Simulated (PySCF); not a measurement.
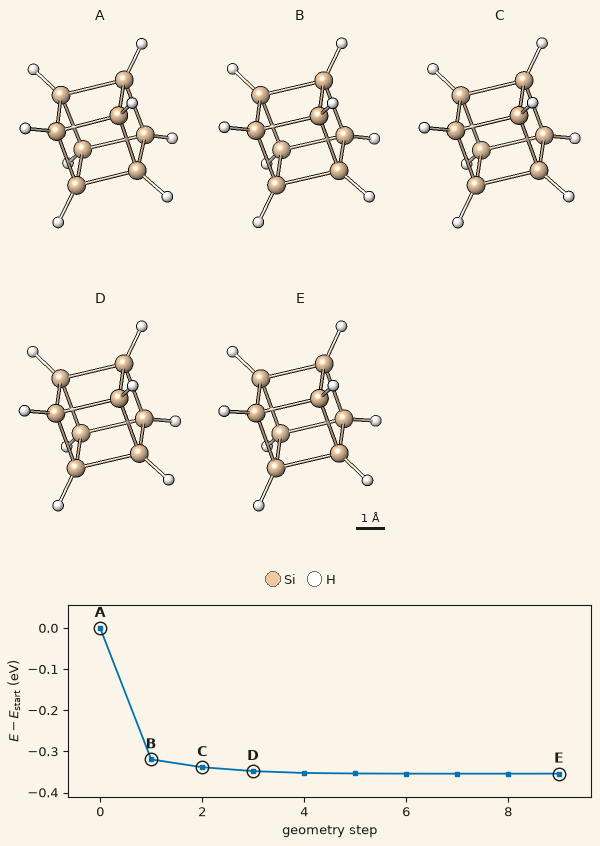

Frames of a relaxation of Si8H8, marked on the history of the run. A ball-and-stick model, seen from a free direction.

The start comes from GFN2-xTB. Its atoms were then displaced at random by about 0.03 Å.

Theory: PySCF 2.14.0, density-fitted response routines, PBE0-D3(BJ)/def2-SVP geometry optimisation, gas phase. 

Describe the path.

Answer. The largest move after the best rigid fit is that of an H atom, 0.13 Å. By element the largest moves are H 0.13 Å, Si 0.10 Å. Among the contacts that change: H–Si 1.381 → 1.496 Å, Si–Si 2.476 → 2.388 Å, Si–Si 2.311 → 2.388 Å, H–Si 1.445 → 1.496 Å. Among the angles between lasting bonds that change: H–Si–Si 118.8° → 125.4°, Si–Si–H 129.6° → 125.2°, H–Si–Si 129.3° → 125.2°. After 9 geometry steps the energy has fallen by 0.354 eV. The run took 4.2 min on 1 thread of Arm Neoverse V2, on a shared host. From step 0 to 1: an H atom moves most (0.09 Å), energy −0.319 eV. From step 1 to 2: an H atom moves most (0.03 Å), energy −0.019 eV. From step 2 to 3: an H atom moves most (0.03 Å), energy −0.009 eV. From step 3 to 9: an H atom moves most (0.05 Å), energy −0.006 eV.
